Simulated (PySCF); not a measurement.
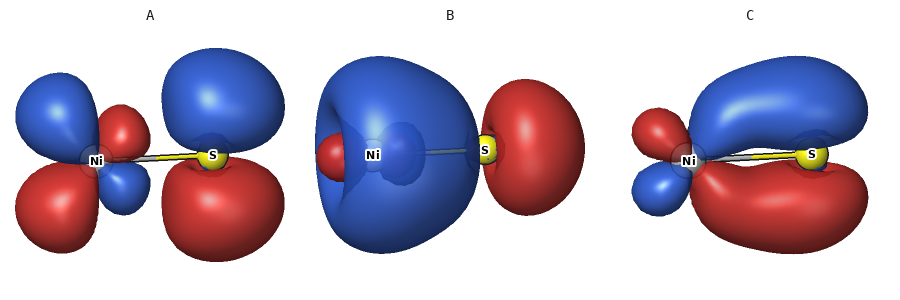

*NiS (triplet). Three frontier β-spin orbitals, each drawn at the value that holds 80 % of its norm (blue and red are the two phases), in no order; of a degenerate pair one member is drawn.*

Level of theory: PBE0/x2c-TZVPPall, spin-free X2C-1e, Gaussian nucleus, at a bond length of 1.949 Å (PySCF 2.14.0).

**Name the orbitals and rank them from lowest to highest energy.**

Orbital C: π, occupied in this spin, −7.22 eV; bonding, with no node between the atoms.
Orbital B: σ, occupied in this spin, −7.09 eV; shared between the atoms (Ni 60 %, S 40 %).
Orbital A: π, empty in this spin, −2.92 eV; shared between the atoms (Ni 60 %, S 40 %).
